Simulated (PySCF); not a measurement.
## Electronic structure of C4H8OSi (SMILES C=C1COC[SiH2]1) in real space

Input file:

```
{"job": {"kind": "nmr", "xc": "PBE0", "basis": "pcSseg-1"}, "charge": 0, "multiplicity": 1}
C      1.977705     0.905066     0.056617
C      0.763392     0.379717     0.037151
C     -0.498696     1.200460    -0.089557
O     -1.604426     0.495489     0.420639
C     -1.605170    -0.849085    -0.042472
Si     0.212087    -1.422284     0.153667
H      2.856400     0.287462     0.137124
H      2.147911     1.969515    -0.010722
H     -0.444832     2.139202     0.465845
H     -0.659999     1.433469    -1.157201
H     -2.335321    -1.378391     0.566887
H     -1.949004    -0.883435    -1.086428
H      0.666784    -2.263432    -0.954052
H      0.472490    -2.014225     1.465400
```

Run with:

```sh
OMP_NUM_THREADS=1 python probes_run.py task.json out
```

Geometry: GFN2-xTB.

Computed with PBE0/pcSseg-1, SCF density, gas phase, non-relativistic (PySCF 2.14.0).

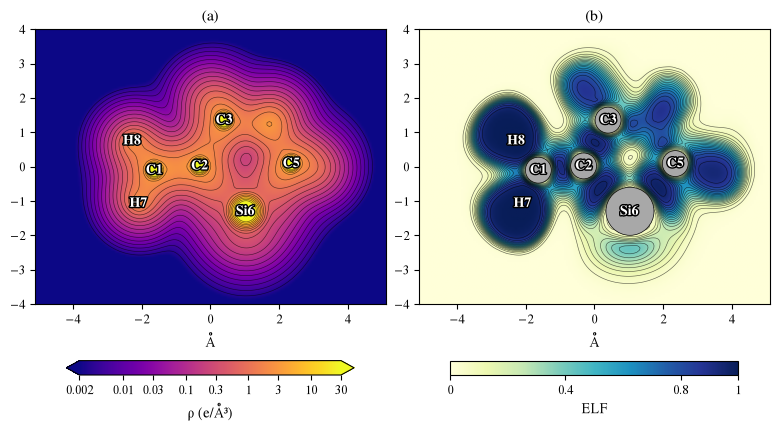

Figure 1. (a) total electron density; (b) electron localisation function on the plane of atoms C1, C2 and Si6. Grey discs cover the atomic cores in the ELF map.

Read the bonding off the picture.

Answer. Atoms in the plane: C, Si and H.
C–C (1.32 Å): ρ is about 2.3 e/Å³ halfway; the ELF peaks at about 0.95 between the atoms (a short, multiple covalent bond).
C–Si (1.89 Å): the density is about 0.92 e/Å³ at the midpoint; the ELF peaks at about 0.95 between the atoms: a covalent bond.
C–H (1.08 Å): ρ at the midpoint is about 2 e/Å³; the ELF climbs to about 1 towards the hydrogen, as it does in any bond to H; a covalent bond by its length.
C–C (1.51 Å): the density is about 1.7 e/Å³ at the midpoint; the ELF peaks at about 0.95 between the atoms: localised, covalent bonding.
The ELF also peaks beside O4, away from the bonds: lone-pair regions.

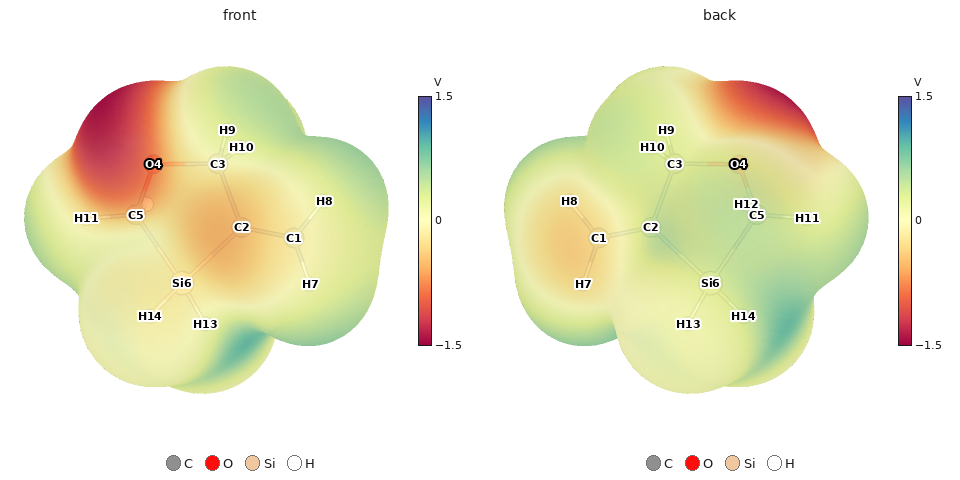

Figure 2. The molecular electrostatic potential painted on the density surface at 0.001 e/bohr³, seen from the front and from behind; red is negative and blue positive.

Where is the surface potential most negative and most positive?

Answer. The most negative region (about −1.4 V, or −32 kcal/mol for a unit charge) lies over O4, the most positive (about +0.9 V, or +21 kcal/mol for a unit charge) over Si6. O4 is the likeliest acceptor of a hydrogen bond.
